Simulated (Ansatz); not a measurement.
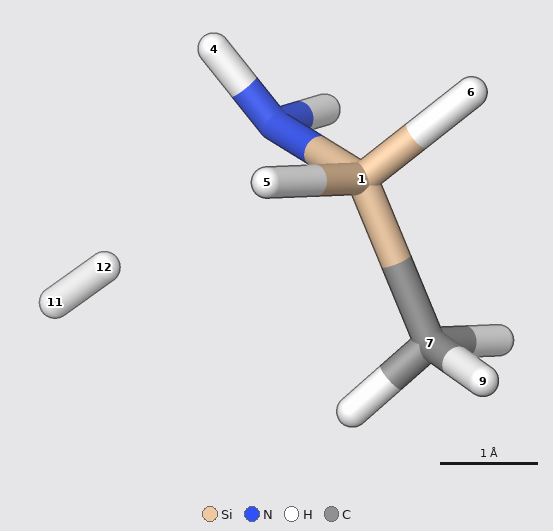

The starting structure (stick view, seen at a tilt; atoms are numbered from 1 in the order of the input). Bond lengths as drawn: C–H 1.10 Å, C–Si 1.89 Å, H–H 0.76 Å, H–N 1.02 Å, H–Si 1.50 to 1.52 Å and N–Si 1.76 Å.

## Nudged elastic band, with input and output: CH$_{9}$NSi

System: CH$_{9}$NSi.
Method: RKS PBE/6-31G* (Ansatz 0.2.0).

One setting was made poor on purpose. It belongs to a series of runs on one base structure; here: band between the two ends. Figures and captions count atoms from 1; the log counts them from 0 in places.

### Input file
```yaml
crystal:
  periodic: [false, false, false]
  atoms:
    - { symbol: Si, position_ang: [-0.410662, 0.30623, 0.021158] }
    - { symbol: "N", position_ang: [0.214208, -0.120174, 1.608894] }
    - { symbol: H, position_ang: [-0.462813, -0.431301, 2.309796] }
    - { symbol: H, position_ang: [0.855747, 0.547142, 2.041867] }
    - { symbol: H, position_ang: [0.774311, 0.814463, -0.751597] }
    - { symbol: H, position_ang: [-1.45092, 1.407509, 0.001301] }
    - { symbol: C, position_ang: [-1.160372, -1.225566, -0.783233] }
    - { symbol: H, position_ang: [-2.015351, -1.610052, -0.198879] }
    - { symbol: H, position_ang: [-1.530366, -0.992432, -1.797471] }
    - { symbol: H, position_ang: [-0.410858, -2.031437, -0.861507] }
    - { symbol: H, position_ang: [2.157149, -2.787719, 2.209326] }
    - { symbol: H, position_ang: [1.729826, -2.198864, 2.004748] }
basis:
  gaussian: { orbitals: "6-31G*" }
hamiltonian:
  xc: pbe
neb:
  order_check: false
  images: 2
  f_tol: 0.03
  max_iterations: 60
  climbing: false
  final_atoms:
    - { symbol: Si, position_ang: [0.51469531, -0.1537819, -0.698907] }
    - { symbol: "N", position_ang: [-0.16458312, -0.80271118, 2.64861433] }
    - { symbol: H, position_ang: [-0.63230281, -1.28302523, 3.42715328] }
    - { symbol: H, position_ang: [-0.1534124, 0.19199444, 2.90392951] }
    - { symbol: H, position_ang: [0.99342492, 0.20487704, -2.08214607] }
    - { symbol: H, position_ang: [0.24375971, 1.14004004, 0.01708518] }
    - { symbol: C, position_ang: [-1.01732697, -1.25424232, -0.76934892] }
    - { symbol: H, position_ang: [-1.32341516, -1.4765877, 0.2661232] }
    - { symbol: H, position_ang: [-1.84725419, -0.75022152, -1.29271764] }
    - { symbol: H, position_ang: [-0.80423412, -2.20104258, -1.29366165] }
    - { symbol: H, position_ang: [1.6632759, -0.83498843, -0.00712425] }
    - { symbol: H, position_ang: [0.81727192, -1.10251167, 2.68540303] }
  initial_path:
    images:
      - { positions_ang: [[-0.410662, 0.30623, 0.021158], [0.214208, -0.120174, 1.608894], [-0.462813, -0.431301, 2.309796], [0.855747, 0.547142, 2.041867], [0.774311, 0.814463, -0.751597], [-1.45092, 1.407509, 0.001301], [-1.160372, -1.225566, -0.783233], [-2.015351, -1.610052, -0.198879], [-1.530366, -0.992432, -1.797471], [-0.410858, -2.031437, -0.861507], [2.157149, -2.787719, 2.209326], [1.729826, -2.198864, 2.004748]] }
      - { positions_ang: [[-0.1681526, 0.12622636, 0.03620437], [0.14309258, -0.12058796, 2.0046463], [-0.6373771, -0.44342056, 2.61719789], [0.96202641, 0.26984046, 2.47307074], [1.1191702, 0.33983039, -0.60781634], [-1.00905498, 1.29839573, -0.20232353], [-1.01548577, -1.38194091, -0.67903388], [-1.58643033, -1.8987924, 0.0767393], [-1.68336853, -1.08472985, -1.46753535], [-0.29043299, -2.07485082, -1.08172388], [1.34108317, -1.84528344, 1.02239465], [1.11482895, -1.506888, 1.61258271]] }
      - { positions_ang: [[0.14029983, -0.02711094, -0.20381729], [0.01682888, -0.34810036, 2.35121975], [-0.6938737, -0.72732863, 2.98965031], [0.62563994, 0.15145793, 2.76042491], [1.19220817, 0.13663507, -1.0513327], [-0.44416174, 1.20923941, -0.19706213], [-0.96780409, -1.39149968, -0.67440585], [-1.35578505, -1.8543043, 0.23174004], [-1.78899793, -1.00399302, -1.29928423], [-0.42155836, -2.13138602, -1.22577543], [1.1764588, -1.19437325, 0.2835779], [0.81064426, -1.14143722, 1.83946772]] }
      - { positions_ang: [[0.51469531, -0.1537819, -0.698907], [-0.16458312, -0.80271118, 2.64861433], [-0.63230281, -1.28302523, 3.42715328], [-0.1534124, 0.19199444, 2.90392951], [0.99342492, 0.20487704, -2.08214607], [0.24375971, 1.14004004, 0.01708518], [-1.01732697, -1.25424232, -0.76934892], [-1.32341516, -1.4765877, 0.2661232], [-1.84725419, -0.75022152, -1.29271764], [-0.80423412, -2.20104258, -1.29366165], [1.6632759, -0.83498843, -0.00712425], [0.81727192, -1.10251167, 2.68540303]] }
```

Run as:
```bash
ansatz run input.yaml --threads 1 --pin off --max-ram 2048MiB --backend cpu --events-out ev --progress --plain --runs-dir out
```

### The program's output
```
Engine: ansatz 0.2.0, x86_64-unknown-linux-gnu
Functional definition: PBE
  parameter kappa = 0.804
  parameter beta = 0.06672455060314922
  exchange = pbe_x(kappa = kappa, mu = beta*pi^2/3)
  correlation = pbe_c(beta = beta)
965 factors; their error is unknown
mean field evaluation 1: about -10531.1940 eV, gradient 7.4e1 eV
mean field evaluation 2: about -10503.4902 eV, gradient 1.2e2 eV
mean field evaluation 4: about -10542.6228 eV, gradient 1.0e1 eV
mean field evaluation 8: about -10542.8582 eV, gradient 2.4e-1 eV
mean field evaluation 16: about -10542.7965 eV, gradient 2.2e-4 eV
mean field -10542.79645166 eV, -387.4406234345 hartree, gradient 5.3e-5 eV, S^2 0.000000; 0 other end points of the search recorded, 0 dependent functions left out
the calculation of the forces begins
reference -10542.79648478 eV, -387.4406246514 hartree; 18, 18 occupied and 49, 49 virtual orbitals, 965 factors
965 factors; their error is unknown
mean field evaluation 32: about -10542.6606 eV, gradient 3.4e-4 eV
mean field -10542.66063609 eV, -387.4356323042 hartree, gradient 5.7e-6 eV, S^2 0.000000; 0 other end points of the search recorded, 0 dependent functions left out
[... from here on the field's lines of each further geometry are left out, up to the last ...]
NEB iter   1: max|band force component| = 7.493e0 eV/Å  barrier→ = 3.4556 eV  barrier← = 3.3198 eV  Δτ_max = 0.2000 Å  (103 SCF iters)
NEB iter   2: max|band force component| = 2.317e0 eV/Å  barrier→ = 1.3301 eV  barrier← = 1.1943 eV  Δτ_max = 0.1997 Å  (52 SCF iters)
NEB iter   3: max|band force component| = 7.024e-1 eV/Å  barrier→ = 0.8263 eV  barrier← = 0.6905 eV  Δτ_max = 0.1973 Å  (53 SCF iters)
NEB iter   4: max|band force component| = 6.363e-1 eV/Å  barrier→ = 0.6625 eV  barrier← = 0.5267 eV  Δτ_max = 0.1948 Å  (52 SCF iters)
NEB iter   5: max|band force component| = 4.269e-1 eV/Å  barrier→ = 0.4986 eV  barrier← = 0.3628 eV  Δτ_max = 0.1968 Å  (53 SCF iters)
NEB iter   6: max|band force component| = 6.083e-1 eV/Å  barrier→ = 0.5233 eV  barrier← = 0.3874 eV  Δτ_max = 0.0987 Å  (53 SCF iters)
NEB iter   7: max|band force component| = 8.544e-1 eV/Å  barrier→ = 0.5093 eV  barrier← = 0.3735 eV  Δτ_max = 0.0488 Å  (53 SCF iters)
NEB iter   8: max|band force component| = 6.379e-1 eV/Å  barrier→ = 0.4988 eV  barrier← = 0.3630 eV  Δτ_max = 0.0488 Å  (54 SCF iters)
NEB iter   9: max|band force component| = 7.867e-2 eV/Å  barrier→ = 0.4770 eV  barrier← = 0.3412 eV  Δτ_max = 0.0974 Å  (54 SCF iters)
NEB iter  10: max|band force component| = 1.446e-1 eV/Å  barrier→ = 0.4528 eV  barrier← = 0.3170 eV  Δτ_max = 0.0487 Å  (53 SCF iters)
NEB iter  11: max|band force component| = 1.258e-1 eV/Å  barrier→ = 0.4359 eV  barrier← = 0.3001 eV  Δτ_max = 0.0488 Å  (53 SCF iters)
NEB iter  12: max|band force component| = 1.128e-1 eV/Å  barrier→ = 0.4221 eV  barrier← = 0.2863 eV  Δτ_max = 0.0488 Å  (54 SCF iters)
NEB iter  13: max|band force component| = 1.068e-1 eV/Å  barrier→ = 0.4095 eV  barrier← = 0.2736 eV  Δτ_max = 0.0977 Å  (54 SCF iters)
NEB iter  14: max|band force component| = 1.216e-1 eV/Å  barrier→ = 0.3910 eV  barrier← = 0.2552 eV  Δτ_max = 0.0488 Å  (52 SCF iters)
NEB iter  15: max|band force component| = 1.136e-1 eV/Å  barrier→ = 0.3876 eV  barrier← = 0.2518 eV  Δτ_max = 0.0488 Å  (54 SCF iters)
NEB iter  16: max|band force component| = 1.084e-1 eV/Å  barrier→ = 0.3791 eV  barrier← = 0.2433 eV  Δτ_max = 0.0488 Å  (54 SCF iters)
NEB iter  17: max|band force component| = 1.180e-1 eV/Å  barrier→ = 0.3788 eV  barrier← = 0.2430 eV  Δτ_max = 0.0488 Å  (53 SCF iters)
NEB iter  18: max|band force component| = 1.223e-1 eV/Å  barrier→ = 0.3729 eV  barrier← = 0.2371 eV  Δτ_max = 0.0976 Å  (54 SCF iters)
NEB iter  19: max|band force component| = 1.166e-1 eV/Å  barrier→ = 0.3554 eV  barrier← = 0.2196 eV  Δτ_max = 0.1946 Å  (53 SCF iters)
NEB iter  20: max|band force component| = 1.110e-1 eV/Å  barrier→ = 0.3190 eV  barrier← = 0.1832 eV  Δτ_max = 0.1943 Å  (52 SCF iters)
NEB iter  21: max|band force component| = 1.965e-1 eV/Å  barrier→ = 0.2882 eV  barrier← = 0.1524 eV  Δτ_max = 0.0979 Å  (52 SCF iters)
NEB iter  22: max|band force component| = 1.793e-1 eV/Å  barrier→ = 0.2735 eV  barrier← = 0.1377 eV  Δτ_max = 0.0974 Å  (52 SCF iters)
NEB iter  23: max|band force component| = 1.405e-1 eV/Å  barrier→ = 0.2571 eV  barrier← = 0.1212 eV  Δτ_max = 0.0940 Å  (53 SCF iters)
NEB iter  24: max|band force component| = 5.324e-2 eV/Å  barrier→ = 0.2352 eV  barrier← = 0.0993 eV  Δτ_max = 0.0551 Å  (52 SCF iters)
the calculation of the forces begins
reference -10542.58851339 eV, -387.4329818439 hartree; 18, 18 occupied and 49, 49 virtual orbitals, 965 factors
965 factors; their error is unknown
mean field -10542.56634134 eV, -387.4321670361 hartree, gradient 9.9e-6 eV, S^2 0.000000; 1 other end points of the search recorded, 0 dependent functions left out
the calculation of the forces begins
reference -10542.56637192 eV, -387.4321681600 hartree; 18, 18 occupied and 49, 49 virtual orbitals, 965 factors
NEB iter  25: max|band force component| = 2.801e-2 eV/Å  barrier→ = 0.2301 eV  barrier← = 0.0943 eV  Δτ_max = 0.0000 Å  (106 SCF iters)
```

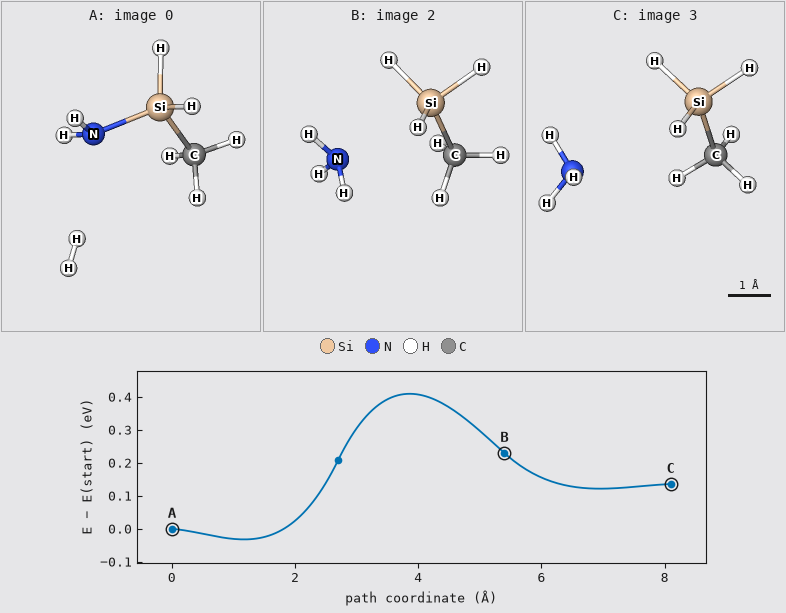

Images of the last band (counted from 0; ball-and-stick, seen at a tilt) above the energy along the path; the line is a cubic interpolation that uses the forces. The highest image is number 2, 0.230 eV above the start and 0.094 eV above the end; the end lies 0.136 eV above the start. The path is 8.10 Å long. The band converged in 25 iterations.

```
Total energy: -10542.56637192 eV, -387.4321681600 hartree
Atom 0 at     0.300759     0.005845    -0.305791 Å, force     0.035429    -0.030088    -0.068173 eV/Å
Atom 1 at     0.137212    -0.769034     2.171602 Å, force    -0.014271    -0.031381     0.031953 eV/Å
Atom 2 at    -0.727967    -1.006680     2.669293 Å, force     0.012654    -0.045176     0.044701 eV/Å
Atom 3 at     0.590444    -0.015754     2.699899 Å, force     0.001520    -0.013746     0.036616 eV/Å
Atom 4 at     0.618228     0.544568    -1.686397 Å, force    -0.035480     0.023384    -0.117253 eV/Å
Atom 5 at    -0.201594     1.230263     0.406173 Å, force     0.073490    -0.009375     0.034279 eV/Å
Atom 6 at    -1.005385    -1.357330    -0.585295 Å, force     0.040643     0.025788    -0.003476 eV/Å
Atom 7 at    -2.007238    -1.003377    -0.286254 Å, force     0.032166     0.006930     0.002530 eV/Å
Atom 8 at    -1.050131    -1.628976    -1.652606 Å, force    -0.004784    -0.023562     0.004606 eV/Å
Atom 9 at    -0.784481    -2.264952    -0.000815 Å, force    -0.003821     0.006774    -0.010468 eV/Å
Atom 10 at     1.656891    -0.475306     0.153068 Å, force    -0.056736     0.086043    -0.063786 eV/Å
Atom 11 at     0.763160    -1.581467     2.221525 Å, force    -0.080810     0.004409     0.108472 eV/Å
Dipole moment:    -0.094240    -0.319671     0.724587 e Å
this run last wrote the band of iteration 25 to [file]
```

### The last band as extended XYZ (Å, eV, eV/Å)
```
12
Properties=species:S:1:pos:R:3:forces:R:3 image=0 energy=-10542.79645
Si   -0.4107    0.3062    0.0212    0.0105   0.0199   0.0049
N     0.2142   -0.1202    1.6089   -0.0232  -0.0080  -0.0022
H    -0.4628   -0.4313    2.3098    0.0113   0.0068  -0.0106
H     0.8557    0.5471    2.0419    0.0040   0.0050  -0.0004
H     0.7743    0.8145   -0.7516   -0.0139  -0.0054   0.0077
H    -1.4509    1.4075    0.0013    0.0146  -0.0188   0.0013
C    -1.1604   -1.2256   -0.7832   -0.0099  -0.0235  -0.0168
H    -2.0154   -1.6101   -0.1989    0.0186   0.0062  -0.0144
H    -1.5304   -0.9924   -1.7975    0.0075  -0.0051   0.0260
H    -0.4109   -2.0314   -0.8615   -0.0200   0.0236   0.0029
H     2.1571   -2.7877    2.2093   -0.0189   0.0267  -0.0085
H     1.7298   -2.1989    2.0047    0.0195  -0.0274   0.0101
12
Properties=species:S:1:pos:R:3:forces:R:3 image=1 energy=-10542.58848
Si   -0.2037    0.0890    0.1792   -0.1128   0.0163   0.1272
N     0.0218   -0.3595    1.8750   -0.0259   0.0896  -0.0831
H    -0.8164   -0.6808    2.3661   -0.0069   0.0512  -0.0612
H     0.5497    0.2621    2.4910   -0.0139   0.0541  -0.0492
H     1.0938    0.2028   -0.5728    0.0901  -0.0567   0.2451
H    -0.8456    1.4380    0.0004   -0.1581   0.0441  -0.0763
C    -1.2331   -1.3091   -0.5609   -0.0377   0.0317   0.0152
H    -2.3000   -1.1997   -0.3104   -0.0679  -0.0534  -0.0090
H    -1.1403   -1.3646   -1.6576   -0.0170   0.0522  -0.0079
H    -0.8725   -2.2639   -0.1411   -0.0193  -0.0068  -0.0336
H     2.2853   -1.5585    0.7968    0.1432  -0.2234   0.1273
H     1.7507   -1.5779    1.3387    0.2263   0.0011  -0.1944
12
Properties=species:S:1:pos:R:3:forces:R:3 image=2 energy=-10542.56634
Si    0.3008    0.0058   -0.3058    0.0354  -0.0301  -0.0682
N     0.1372   -0.7690    2.1716   -0.0143  -0.0314   0.0320
H    -0.7280   -1.0067    2.6693    0.0127  -0.0452   0.0447
H     0.5904   -0.0158    2.6999    0.0015  -0.0137   0.0366
H     0.6182    0.5446   -1.6864   -0.0355   0.0234  -0.1173
H    -0.2016    1.2303    0.4062    0.0735  -0.0094   0.0343
C    -1.0054   -1.3573   -0.5853    0.0406   0.0258  -0.0035
H    -2.0072   -1.0034   -0.2863    0.0322   0.0069   0.0025
H    -1.0501   -1.6290   -1.6526   -0.0048  -0.0236   0.0046
H    -0.7845   -2.2650   -0.0008   -0.0038   0.0068  -0.0105
H     1.6569   -0.4753    0.1531   -0.0567   0.0860  -0.0638
H     0.7632   -1.5815    2.2215   -0.0808   0.0044   0.1085
12
Properties=species:S:1:pos:R:3:forces:R:3 image=3 energy=-10542.66064
Si    0.5147   -0.1538   -0.6989    0.0033   0.0055   0.0042
N    -0.1646   -0.8027    2.6486    0.0113   0.0063   0.0085
H    -0.6323   -1.2830    3.4272    0.0123   0.0001  -0.0063
H    -0.1534    0.1920    2.9039   -0.0006  -0.0073  -0.0060
H     0.9934    0.2049   -2.0821   -0.0031  -0.0024   0.0062
H     0.2438    1.1400    0.0171    0.0012  -0.0026  -0.0025
C    -1.0173   -1.2542   -0.7693   -0.0024  -0.0063  -0.0022
H    -1.3234   -1.4766    0.2661    0.0019   0.0036  -0.0106
H    -1.8473   -0.7502   -1.2927    0.0045  -0.0053   0.0061
H    -0.8042   -2.2010   -1.2937   -0.0045   0.0061   0.0010
H     1.6633   -0.8350   -0.0071    0.0000   0.0004  -0.0046
H     0.8173   -1.1025    2.6854   -0.0239   0.0018   0.0063
```

### Results in brief

```tsv
quantity	value
outcome	converged
barrier, forward	0.230 eV
barrier, backward	0.094 eV
hardware	1 thread of Intel Xeon (Sapphire Rapids), 16 GiB of memory available, shared host
wall time	75 s
peak memory	0.13 GiB
```

### Remarks

A deliberately poor setting: few images. The order of the saddle point was not checked.
